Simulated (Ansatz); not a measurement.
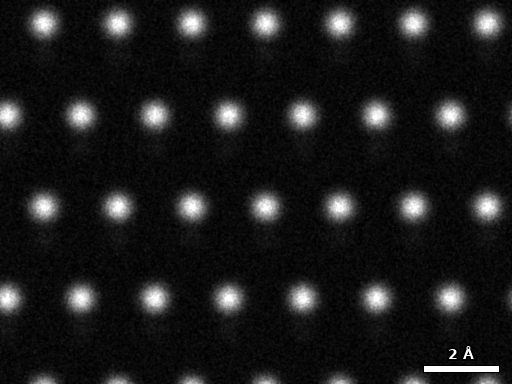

HAADF-like image of WO (P-6m2, No. 187) along [101]. The image is simulated as a sum over atoms of Z^1.6, blurred by a 0.50 Å probe (no channelling). The display is stretched by a gamma of 0.8; percentages refer to the linear signal. Shot noise was added. Structure used: the geometry relaxed (final pressure about 25 GPa) with DFT, PAW plane waves, r2scan in Ansatz 0.2.0; the starting structure was generated, so it need not be a known form of this composition.

Question: What can be read from this image?

Answer: The columns repeat on a centred rectangular net of 2.02 × 5.01 Å (plane group c2mm). The brightest columns hold 1 W per repeat. The O columns make no clear peak of their own: they are too faint or too near a brighter column. The shortest distance between visible columns is 2.02 Å in projection (between W columns). Along the beam the structure repeats every 4.04 Å.

```tsv
column	atoms along the beam per repeat	peak brightness
W	1 W	100 %
O	1 O	5 %
```
